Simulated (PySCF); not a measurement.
# C$_{3}$H$_{10}$NSi$_{2}$ (doublet): what the fields show

Input

```
{"job": {"kind": "epr", "basis": "pcH-1"}, "charge": 0, "multiplicity": 2}
C      2.522929     0.054965    -0.173298
Si     0.830249    -0.453021     0.519607
C     -0.353119    -1.158773    -0.707228
C     -1.749235    -0.738460    -0.530609
Si    -1.711931     1.056533     0.161617
N     -0.175747     0.931241     0.920174
H      3.074257    -0.821206    -0.496555
H      3.119661     0.553422     0.584021
H      2.432812     0.724502    -1.022786
H      1.032969    -1.222659     1.765209
H     -0.086844    -1.715308    -1.591855
H     -2.220897    -1.325756     0.263036
H     -2.350120    -0.870786    -1.429488
H     -2.783975     1.297671     1.130460
H     -1.754472     2.039692    -0.928645
H      0.165864     1.656888     1.524930
```

Launched as:

```sh
OMP_NUM_THREADS=1 python probes_run.py task.json out
```

Geometry: GFN2-xTB.

Theory: PySCF, UKS B3LYP, pcH-1 on C H N Si, non-relativistic, mean-field spin-orbit, GIAO.

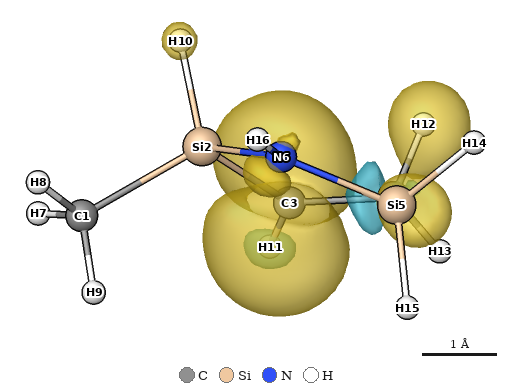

Figure 1. Isosurfaces of the spin density (α minus β) at +0.02 (yellow) and −0.02 e/Å³ (cyan), seen from one side.

Q: Which atoms carry the spin?

A: The unpaired spin (1 electron) lies mostly on C3 (about 0.6) and Si2 (about 0.1), in electrons by Hirshfeld's partition.

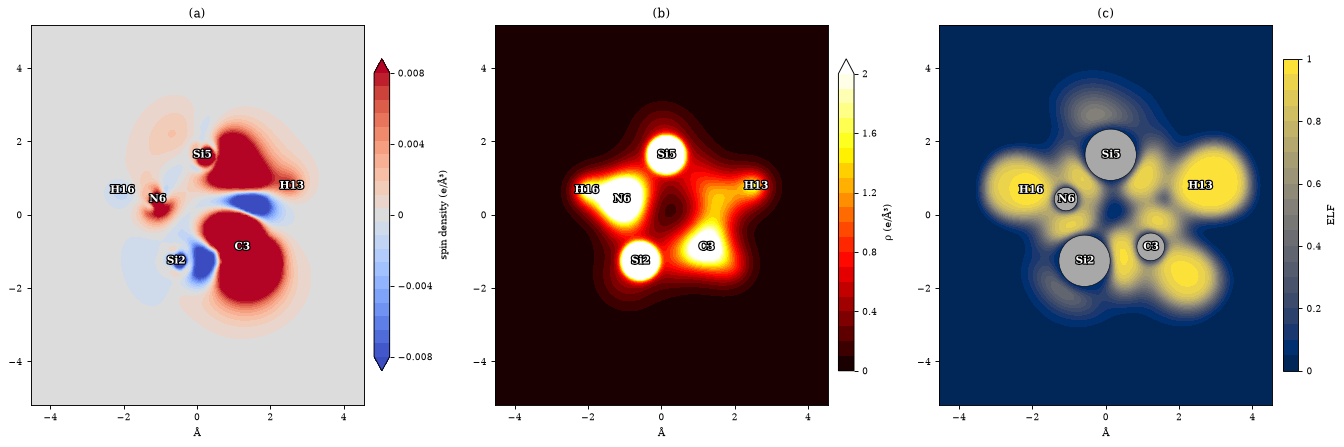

Figure 2. (a) spin density; (b) electron density; (c) electron localisation function on the plane of atoms C3, Si2 and N6. Grey discs cover the atomic cores in the ELF map.

Q: What do the fields say about this system?

A:
- The plane passes through Si, C, N and H nuclei.
- Si–N (1.72 Å): ρ at the midpoint is about 1.1 e/Å³; the ELF peaks at about 0.90 between the atoms, as expected for a shared but strongly polarised pair.
- C–Si (1.84 Å): ρ at the midpoint is about 0.99 e/Å³; the ELF peaks at about 0.95 between the atoms; a covalent bond.
- N–H (1.00 Å): the density is about 2.8 e/Å³ at the midpoint; the ELF climbs to about 1 towards the hydrogen, as it does in any bond to H; an ordinary covalent bond to hydrogen.

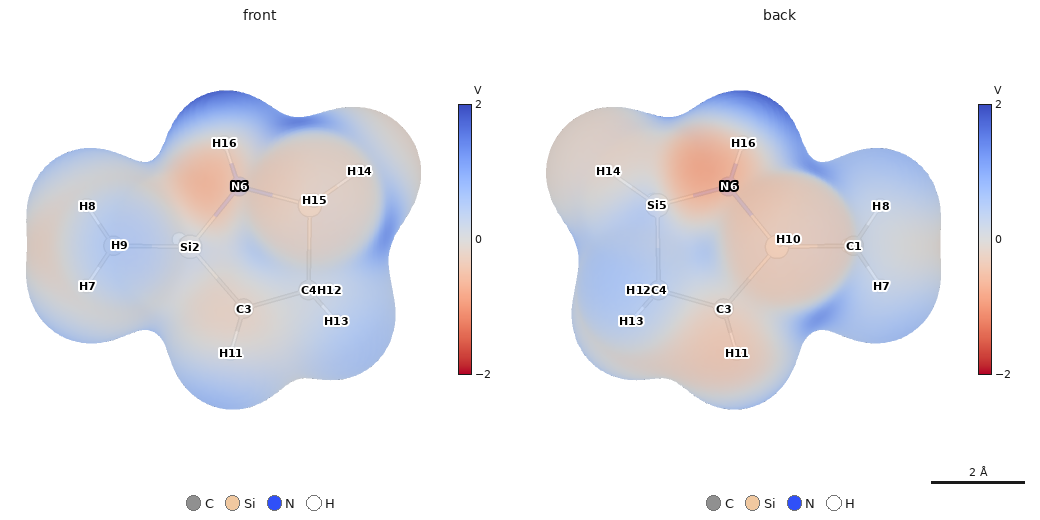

Figure 3. The electrostatic potential painted on the density surface at 0.002 e/bohr³, seen from the front and from behind; red is negative and blue positive.

Q: Where is the surface potential most negative and most positive?

A: The most negative region (about −0.8 V) lies over N6, the most positive (about +1.7 V) over H16.
